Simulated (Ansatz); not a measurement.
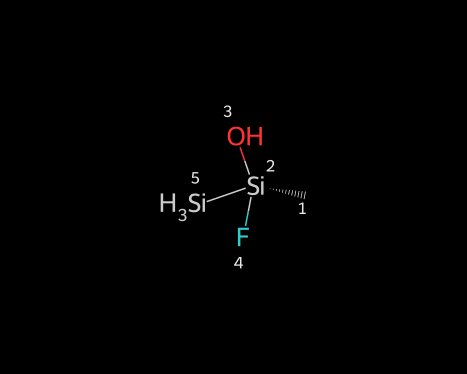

Skeletal drawing with numbered atoms; wedges and dashes mark any stereocentres. The configuration is that of a computed structure (PBE0-D4/def2-TZVP).

**What are the Cahn–Ingold–Prelog descriptors?**

Si2: S.
